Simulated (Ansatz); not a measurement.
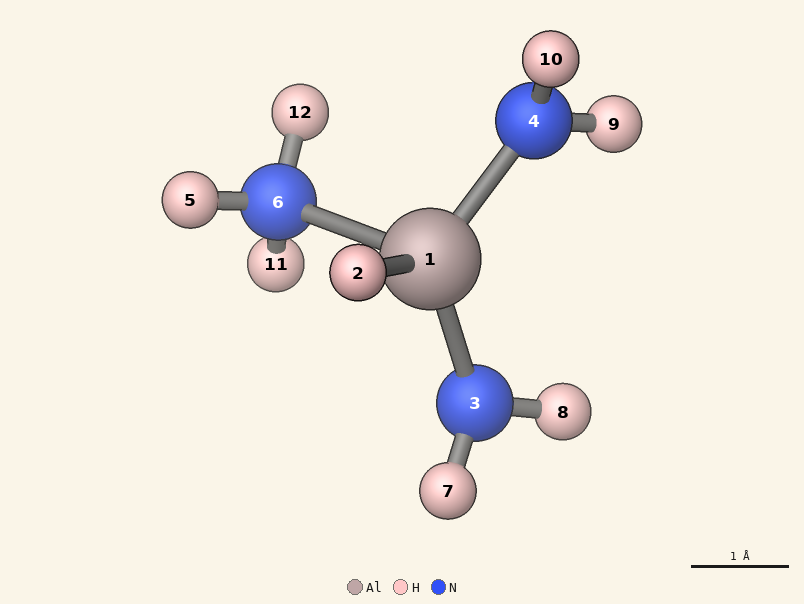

Orthographic view. Distant atoms are faded towards the background colour. The computed structure is the end point of a PBE0-D4/def2-TZVP optimisation.

Give the geometry as a Z-matrix, atoms in numerical order, with these reference atoms: 2 to 1; 3 to 1, 2; 4 to 1, 2, 3; 5 to 1, 2, 4; 6 to 5, 1, 2; 7 to 3, 1, 2; 8 to 3, 7, 1; 9 to 4, 1, 2; 10 to 4, 9, 1; 11 to 6, 5, 1; 12 to 6, 5, 11.

```
Al 
H    1   1.604
N    1   1.817   2   119.4
N    1   1.814   2   117.5   3  -149.1
H    1   2.673   2    80.2   4  -107.1
N    5   1.013   1    43.8   2   175.1
H    3   1.009   1   120.8   2     5.6
H    3   1.009   7   107.8   1   145.2
H    4   1.009   1   122.3   2   148.0
H    4   1.009   9   108.1   1   147.0
H    6   1.015   5   109.2   1   120.4
H    6   1.015   5   109.2  11   119.3
```
